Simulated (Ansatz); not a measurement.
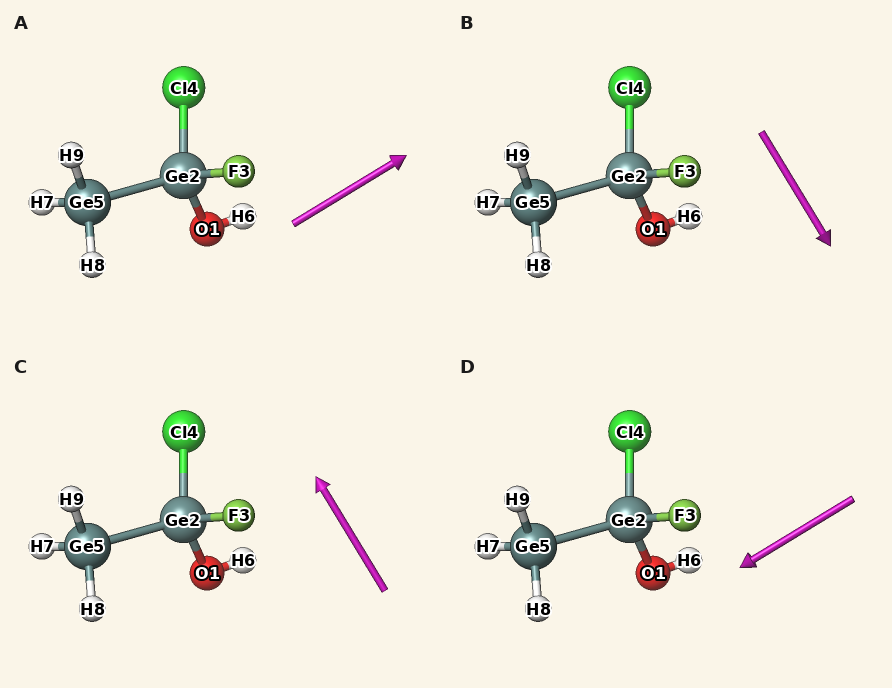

The same molecule four times, each with an arrow. Computed geometry: PBE-D4/def2-SVP optimisation. No frequency run is at hand to confirm it as a minimum. Level of theory: RKS PBE-D4/def2-SVP (Ansatz 0.2.0).

> Which arrow points along the dipole moment, from the negative to the positive end?

D. The dipole moment is 1.67 D; it points from the side of F3 to the side of H7 (the outermost atoms at the two ends).
